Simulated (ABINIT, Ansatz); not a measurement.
# TlAsF6 (R-3): changed settings of a GW run in ABINIT

A base run on TlAsF6 (R-3), then changed inputs.

Main program and level: ABINIT 10.8.3; PBEsol and many-body steps on it, plane waves.

**1. Starting point**

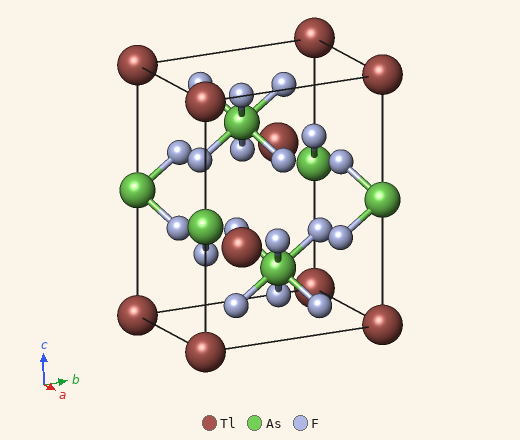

The starting structure, seen slightly off an axis (thallium brown, arsenic green, fluorine light blue). This picture shows the conventional cell, with its axes. Some periodic images of atoms are drawn too.

As a file:

```cif
data_structure
_symmetry_space_group_name_H-M 'R-3:H'
_symmetry_Int_Tables_number 148
_cell_length_a 7.4414
_cell_length_b 7.4414
_cell_length_c 7.4482
_cell_angle_alpha 90.000
_cell_angle_beta 90.000
_cell_angle_gamma 120.000
_cell_volume 357.19
loop_
_atom_site_label
_atom_site_type_symbol
_atom_site_symmetry_multiplicity
_atom_site_Wyckoff_symbol
_atom_site_fract_x
_atom_site_fract_y
_atom_site_fract_z
_atom_site_occupancy
Tl1 Tl 3 a 0.00000 0.00000 0.00000 1
As1 As 3 b 0.00000 0.00000 0.50000 1
F1 F 18 f 0.06119 0.21382 0.63686 1
```

The cell and positions are those that the Materials Project relaxed with its own functionals (PBE, PBE+U or r2SCAN), kept fixed. Spin-orbit coupling is left out unless a step names it.

**2. Screening, 2×2×2 mesh, 187 bands, screening to 141.5 eV**

This step: ABINIT 10.8.3; RPA screening on PBEsol, plane waves, norm-conserving pseudopotentials.

The RPA dielectric matrix is built and inverted for each q.

run.abi

```
acell 3*1.0 Angstrom
rprim 
  3.720723898783 2.148160944528 2.482723275713
  -3.720723898783 2.148160944528 2.482723275713
  0.000000000000 -4.296321889101 2.482723275674
ntypat 3
znucl 81 33 9
natom 8
typat 1 2 3 3 3 3 3 3
xred 
  0.000000000000 0.000000000000 0.000000000000
  0.500000000000 0.500000000000 0.500000000000
  0.698048100000 0.789498230000 0.423038160000
  0.789498230000 0.423038160000 0.698048100000
  0.210501770000 0.576961840000 0.301951900000
  0.423038160000 0.698048100000 0.789498230000
  0.576961840000 0.301951900000 0.210501770000
  0.301951900000 0.210501770000 0.576961840000
pp_dirpath "pseudos"
pseudos "Tl.upf, As.upf, F.upf"
ecut 44
ngkpt 2 2 2
nshiftk 1
shiftk 0 0 0
kptopt 1
chksymbreak 0
istwfk *1
occopt 1
irdwfk 1
optdriver 3
nband 187
ecuteps 5.2
inclvkb 2
awtr 1
symchi 1
indata_prefix "in"
outdata_prefix "out"
tmpdata_prefix "tmp"
```

The run is started by

```console
OMP_NUM_THREADS=1 mpirun -n 8 abinit run.abi > log
```

Log:

```text
.Version 10.8.3 of ABINIT. v10.8.2 released Aug 2026.

 Symmetries : space group R-3 (#148); Bravais hR (rhombohedral)
[... echo of the input left out ...]
== DATASET  1 ==================================================================
-   mpi_nproc: 8, omp_nthreads: 1 (-1 if OMP is not activated)

--- !DatasetInfo
iteration_state: {dtset: 1, }
dimensions: {natom: 8, nkpt: 4, mband: 187, nsppol: 1, nspinor: 1, nspden: 1, mpw: 11210, }
cutoff_energies: {ecut:  44.0, pawecutdg:  -1.0, }
electrons: {nelect:   8.60000000E+01, charge:   0.00000000E+00, occopt:   1.00000000E+00, tsmear:   1.00000000E-02, }

 SCREENING: Calculation of the susceptibility and dielectric matrices

 Based on a program developped by R.W. Godby, V. Olevano, G. Onida, and L. Reining.
 Incorporated in ABINIT by V. Olevano, G.-M. Rignanese, and M. Torrent.
.Using double precision arithmetic ; gwpc =  8

[... cell and pseudopotentials left out ...]
--------------------------------------------------------------------------------

 ==== K-mesh for the wavefunctions ====
 Number of points in the irreducible wedge :     4
[... list of points left out ...]
 Together with  6 symmetry operations and time-reversal symmetry
 yields     8 points in the full Brillouin Zone.

 ==== Q-mesh for the screening function ====
 Number of points in the irreducible wedge :     4
[... list of points left out ...]
 Together with  6 symmetry operations and time-reversal symmetry
 yields     8 points in the full Brillouin Zone.

 setmesh: FFT mesh size selected  =    40x   40x   40
          total number of points  =        64000

 vcoul_init : cutoff-mode = AUXILIARY_FUNCTION
 q-points for optical limit:   1
     1)      0.000010    0.000020    0.000030

- screening: taking advantage of time-reversal symmetry
- Maximum band index for partially occupied states nbvw = 43
- Remaining bands to be divided among processors   nbcw = 144
- Number of bands treated by each node ~18

 Number of electrons calculated from density =   86.0000; Expected =   86.0000
 average of density, n =  0.107036
 r_s =    1.3066
 omega_plasma =   31.5587 [eV]

 calculating chi0 at frequencies [eV] :
  1    0.000000E+00    0.000000E+00
  2    0.000000E+00    3.155874E+01

--------------------------------------------------------------------------------
  q-point number  1        q = ( 0.000000, 0.000000, 0.000000) [r.l.u.]
--------------------------------------------------------------------------------
[... chi0 elements left out ...]
 For q-point:  0.000010 0.000020 0.000030
  dielectric constant =   2.4608
  dielectric constant without local fields =   2.8828

  Average fulfillment of the sum rule on Im[epsilon] for q-point    1 :     46.63  [%]
[... wings left out ...]
  q-point number  2        q = ( 0.500000, 0.000000, 0.000000) [r.l.u.]
--------------------------------------------------------------------------------
[... chi0 elements left out ...]
  Average fulfillment of the sum rule on Im[epsilon] for q-point    2 :     51.82  [%]

 [... 2 further q-points ...]
```

The job ended after 1.9 min (8 MPI ranks of Arm Neoverse N1, shared host; peak memory 3.6 GiB).

Numbers from this step:

| Property | Result |
| --- | --- |
| ε∞ with local fields, on this mesh, along the program's q direction | 2.461 |
| the same without local fields | 2.883 |
| plasma frequency | 31.56 eV |
| plane waves in the screening matrix | 467 |

Local fields lower ε∞ by 15 %. On a Γ-centred mesh this coarse the value itself is usually too large, while a short band sum pulls it down.

**3. Base**

The self-energy is evaluated for the states that the input lists, and the levels follow from it, in one-shot runs by the linearised quasiparticle equation.

This step: G0W0 on PBEsol, plane waves, norm-conserving pseudopotentials.

Changes to run.abi since step 2:

```diff
@@ -29,8 +29,19 @@
 irdwfk 1
-optdriver 3
+optdriver 4
 nband 187
+gwcalctyp 0
+ecutsigx 44
+symsigma 1
+nkptgw 3
+kptgw 
+  0.5000000000 0.5000000000 0.0000000000
+  0.5000000000 0.0000000000 0.0000000000
+  0.0000000000 0.0000000000 0.0000000000
+bdgw 
+  42 45
+  42 45
+  41 45
 ecuteps 5.2
-inclvkb 2
-awtr 1
-symchi 1
+irdscr 1
+ppmodel 1
 indata_prefix "in"
```

Log:

```text
.Version 10.8.3 of ABINIT. v10.8.2 released Aug 2026.

 Symmetries : space group R-3 (#148); Bravais hR (rhombohedral)
[... echo of the input left out ...]
== DATASET  1 ==================================================================
-   mpi_nproc: 8, omp_nthreads: 1 (-1 if OMP is not activated)

--- !DatasetInfo
iteration_state: {dtset: 1, }
dimensions: {natom: 8, nkpt: 4, mband: 187, nsppol: 1, nspinor: 1, nspden: 1, mpw: 11210, }
cutoff_energies: {ecut:  44.0, pawecutdg:  -1.0, }
electrons: {nelect:   8.60000000E+01, charge:   0.00000000E+00, occopt:   1.00000000E+00, tsmear:   1.00000000E-02, }

 SIGMA: Calculation of the GW corrections

 Based on a program developped by R.W. Godby, V. Olevano, G. Onida, and L. Reining.
 Incorporated in ABINIT by V. Olevano, G.-M. Rignanese, and M. Torrent.
.Using double precision arithmetic ; gwpc =  8

[... cell and pseudopotentials left out ...]
--------------------------------------------------------------------------------

 ==== K-mesh for the wavefunctions ====
 Number of points in the irreducible wedge :     4
[... list of points left out ...]
 Together with  6 symmetry operations and time-reversal symmetry
 yields     8 points in the full Brillouin Zone.

 ==== Q-mesh for screening function ====
 Number of points in the irreducible wedge :     4
[... list of points left out ...]
 Together with  6 symmetry operations and time-reversal symmetry
 yields     8 points in the full Brillouin Zone.

 vcoul_init : cutoff-mode = AUXILIARY_FUNCTION
 q-points for optical limit:   1
     1)      0.000010    0.000020    0.000030
 setmesh: FFT mesh size selected  =    60x   60x   60
          total number of points  =       216000

 Number of electrons calculated from density =   86.0000; Expected =   86.0000
 average of density, n =  0.107036
 r_s =    1.3066
 omega_plasma =   31.5587 [eV]

 === KS Band Gaps ===
  >>>> For spin  1
   Minimum direct gap =   4.7772 [eV], located at k-point      :   0.5000  0.0000  0.0000
   Fundamental gap    =   4.7493 [eV], Top of valence bands at :   0.5000  0.5000  0.0000
                                       Bottom of conduction at :   0.5000  0.0000  0.0000
 SIGMA fundamental parameters:
 PLASMON POLE MODEL  1
 number of plane-waves for SigmaX                11127
 number of plane-waves for SigmaC and W            467
 number of plane-waves for wavefunctions         11127
 number of bands                                   187
 number of independent spin polarizations            1
 number of spinorial components                      1
 number of k-points in IBZ                           4
 number of q-points in IBZ                           4
 number of symmetry operations                       6
 number of k-points in BZ                            8
 number of q-points in BZ                            8
 number of frequencies for dSigma/dE                 9
 frequency step for dSigma/dE [eV]                0.25
 number of omega for Sigma on real axis              0
 max omega for Sigma on real axis  [eV]           0.00
 zcut for avoiding poles [eV]                     0.10

 EPSILON^-1 parameters (SCR file):
 dimension of the eps^-1 matrix on file            467
 dimension of the eps^-1 matrix used               467
 number of plane-waves for wavefunctions         11127
 number of bands                                   187
 number of q-points in IBZ                           4
 number of frequencies                               2
 number of real frequencies                          1
 number of imag frequencies                          1

 matrix elements of self-energy operator (all in [eV])

 Perturbative Calculation

--- !SelfEnergy_ee
iteration_state: {dtset: 1, }
kpoint     : [   0.500,    0.500,    0.000, ]
spin       : 1
KS_gap     :    5.486
QP_gap     :    9.887
Delta_QP_KS:    4.401
data: !SigmaeeData |
     Band     E0 <VxcDFT>   SigX SigC(E0)      Z dSigC/dE  Sig(E)    E-E0       E
       42  -0.556 -23.065 -30.886   5.639   0.806  -0.241 -24.823  -1.758  -2.314
       43   0.423 -16.869 -20.287   1.629   0.852  -0.174 -18.393  -1.525  -1.102
       44   5.909 -22.173 -16.652  -2.106   0.842  -0.187 -19.297   2.876   8.785
       45   7.240 -11.146  -6.798  -2.572   0.878  -0.139  -9.586   1.560   8.800

--- !SelfEnergy_ee
iteration_state: {dtset: 1, }
kpoint     : [   0.500,    0.000,    0.000, ]
spin       : 1
KS_gap     :    4.777
QP_gap     :    8.586
Delta_QP_KS:    3.809
data: !SigmaeeData |
     Band     E0 <VxcDFT>   SigX SigC(E0)      Z dSigC/dE  Sig(E)    E-E0       E
       42  -0.558 -22.941 -30.809   5.649   0.806  -0.240 -24.729  -1.788  -2.346
       43   0.395 -17.275 -20.899   1.834   0.849  -0.177 -18.796  -1.520  -1.125
[...]
--- !SelfEnergy_ee
iteration_state: {dtset: 1, }
kpoint     : [   0.000,    0.000,    0.000, ]
spin       : 1
KS_gap     :    6.156
QP_gap     :   10.594
Delta_QP_KS:    4.438
data: !SigmaeeData |
     Band     E0 <VxcDFT>   SigX SigC(E0)      Z dSigC/dE  Sig(E)    E-E0       E
[...]
43  -0.276 -20.491 -26.715   4.153   0.823  -0.214 -22.196  -1.705  -1.981
       44   5.880 -21.636 -16.248  -2.153   0.845  -0.184 -18.903   2.733   8.612
       45   7.950 -11.050  -6.454  -2.611   0.879  -0.138  -9.306   1.745   9.695

== END DATASET(S) ==============================================================
================================================================================

 -outvars: echo values of variables after computation  --------
           etotal      0.0000000000E+00
            nband         187
             nkpt           4
          spgroup         148
 [... the other variables as echoed above ...]

 Calculation completed.
```

It took 47 s on 8 MPI ranks; peak memory 2.4 GiB; 6.3 min of CPU time.

This step gave:

```yaml
g0w0_gap_on_the_points_computed: 8.563 eV
starting_gap_on_the_mesh: 4.749 eV
k_of_the_valence_top: 0.5, 0.5, 0
k_of_the_conduction_bottom: 0.5, 0, 0
z_at_the_valence_top: 0.852
z_at_the_conduction_bottom: 0.857
least_direct_g0w0_gap_on_the_computed_points: 8.586 eV
```

The gap on the mesh goes from 4.75 eV to 8.56 eV, a correction of +3.81 eV.

**4. Smaller part of the screening matrix**

Changes to run.abi since step 3:

```diff
@@ -43,3 +43,3 @@
   41 45
-ecuteps 5.2
+ecuteps 2.6
 irdscr 1
```

Log:

```text
.Version 10.8.3 of ABINIT. v10.8.2 released Aug 2026.

 Symmetries : space group R-3 (#148); Bravais hR (rhombohedral)
[... echo of the input left out ...]
== DATASET  1 ==================================================================
-   mpi_nproc: 8, omp_nthreads: 1 (-1 if OMP is not activated)

--- !DatasetInfo
iteration_state: {dtset: 1, }
dimensions: {natom: 8, nkpt: 4, mband: 187, nsppol: 1, nspinor: 1, nspden: 1, mpw: 11210, }
cutoff_energies: {ecut:  44.0, pawecutdg:  -1.0, }
electrons: {nelect:   8.60000000E+01, charge:   0.00000000E+00, occopt:   1.00000000E+00, tsmear:   1.00000000E-02, }

 SIGMA: Calculation of the GW corrections

 Based on a program developped by R.W. Godby, V. Olevano, G. Onida, and L. Reining.
 Incorporated in ABINIT by V. Olevano, G.-M. Rignanese, and M. Torrent.
.Using double precision arithmetic ; gwpc =  8

[... cell and pseudopotentials left out ...]
--------------------------------------------------------------------------------

 ==== K-mesh for the wavefunctions ====
 Number of points in the irreducible wedge :     4
[... list of points left out ...]
 Together with  6 symmetry operations and time-reversal symmetry
 yields     8 points in the full Brillouin Zone.

 ==== Q-mesh for screening function ====
 Number of points in the irreducible wedge :     4
[... list of points left out ...]
 Together with  6 symmetry operations and time-reversal symmetry
 yields     8 points in the full Brillouin Zone.

 vcoul_init : cutoff-mode = AUXILIARY_FUNCTION
 q-points for optical limit:   1
     1)      0.000010    0.000020    0.000030
 setmesh: FFT mesh size selected  =    60x   60x   60
          total number of points  =       216000

 Number of electrons calculated from density =   86.0000; Expected =   86.0000
[...]
number of plane-waves for wavefunctions         11127
 number of bands                                   187
 number of q-points in IBZ                           4
 number of frequencies                               2
 number of real frequencies                          1
 number of imag frequencies                          1

 matrix elements of self-energy operator (all in [eV])

 Perturbative Calculation

--- !SelfEnergy_ee
iteration_state: {dtset: 1, }
kpoint     : [   0.500,    0.500,    0.000, ]
spin       : 1
KS_gap     :    5.486
QP_gap     :    9.888
Delta_QP_KS:    4.402
data: !SigmaeeData |
     Band     E0 <VxcDFT>   SigX SigC(E0)      Z dSigC/dE  Sig(E)    E-E0       E
       42  -0.556 -23.065 -30.886   4.986   0.826  -0.211 -25.406  -2.341  -2.897
       43   0.423 -16.869 -20.287   1.491   0.860  -0.162 -18.527  -1.658  -1.235
       44   5.909 -22.173 -16.652  -2.317   0.857  -0.167 -19.429   2.744   8.653
[...]
--- !SelfEnergy_ee
iteration_state: {dtset: 1, }
kpoint     : [   0.500,    0.000,    0.000, ]
spin       : 1
KS_gap     :    4.777
QP_gap     :    8.612
Delta_QP_KS:    3.834
data: !SigmaeeData |
     Band     E0 <VxcDFT>   SigX SigC(E0)      Z dSigC/dE  Sig(E)    E-E0       E
[...]
--- !SelfEnergy_ee
iteration_state: {dtset: 1, }
kpoint     : [   0.000,    0.000,    0.000, ]
spin       : 1
KS_gap     :    6.156
QP_gap     :   10.894
Delta_QP_KS:    4.738
data: !SigmaeeData |
     Band     E0 <VxcDFT>   SigX SigC(E0)      Z dSigC/dE  Sig(E)    E-E0       E
[...]
44   5.880 -21.636 -16.248  -2.348   0.859  -0.165 -19.026   2.610   8.490
       45   7.950 -11.050  -6.454  -2.687   0.881  -0.135  -9.368   1.683   9.633

== END DATASET(S) ==============================================================
================================================================================

 -outvars: echo values of variables after computation  --------
           etotal      0.0000000000E+00
            nband         187
             nkpt           4
          spgroup         148
 [... the other variables as echoed above ...]

 Calculation completed.
```

Run time: 15 s. Hardware: 8 MPI ranks; peak memory 2 GiB.

This step gave:

| Item | Value |
| --- | --- |
| G0W0 gap on the points computed | 8.56 eV |
| starting gap on the mesh | 4.749 eV |
| k of the valence top | 0.5, 0.5, 0 |
| k of the conduction bottom | 0.5, 0, 0 |
| Z at the valence top | 0.86 |
| Z at the conduction bottom | 0.867 |
| least direct G0W0 gap on the computed points | 8.612 eV |

**5. The runs together**

Times are wall times on 8 MPI ranks of Arm Neoverse N1, shared host, good to a factor of about two. A run's time includes the screening step that it read.

| run | mesh | bands | screening cutoff (eV) | DFT gap (eV) | gap on the mesh (eV) | direct (eV) | ε∞ used | time |
| --- | --- | --- | --- | --- | --- | --- | --- | --- |
| base | 2×2×2 | 187 | 141.5 | 4.749 | 8.563 | 8.586 | 2.46 | 2.7 min |
| smaller part of the screening matrix | 2×2×2 | 187 | 70.7 | 4.749 | 8.560 | 8.612 | 2.46 | 2.2 min |

**6. What came out**

| Item | Value |
| --- | --- |
| base | 8.563 eV |
| smaller part of the screening matrix | 8.560 eV |
| known limits | not at the basis limit; no spin-orbit coupling; coarse k mesh |

Smaller part of the screening matrix: −0.003 eV against base (keys changed: ecuteps). Bands and cutoff are finite, so the gap is not at the basis limit. The miss can reach some tenths of an eV and take either sign; the mesh is an error of its own. In the G0W0 runs levels were corrected at 3 k points alone, so a gap called «on the mesh» is the least over those, and an edge elsewhere would be missed. A denser mesh or path gives a starting gap of 4.67 eV: the GW mesh misses a band edge, so its gaps are not the fundamental one. The 2×2×2 mesh is coarse for this cell, which bears on the long-range parts of exchange and screening. Where an edge is built on 6p states of lead, bismuth or thallium, scalar-relativistic gaps usually stand too wide, by a few tenths to over one eV. The many-body steps are scalar-relativistic: spin-orbit coupling is not in them.

[Paths, hosts, dates, memory and timing lines, banners, echoed tables and standing remarks are left out of the program output.]

[Logs are printed without paths, hosts, clocks, repeated set-up lines and the standing remarks that a program may print on its own settings, such as how far it seeks lower states.]

[Runs of the session that timed out or met a known fault of the program may be left out.]

[Hosts, paths, dates, database ids (printed as entryN), source tags and the programs' standing remarks are cut or masked in the printed files.]

[G0W0 gaps are taken among the corrected bands and points alone; a level outside them can change the order at an edge.]

[Where Ansatz stands beside ABINIT at settings called matched, ABINIT's density can come from a denser mesh and the files from another edition; pairs whose starting gaps differed by over 0.03 eV were left out, so agreement reads better than it is.]
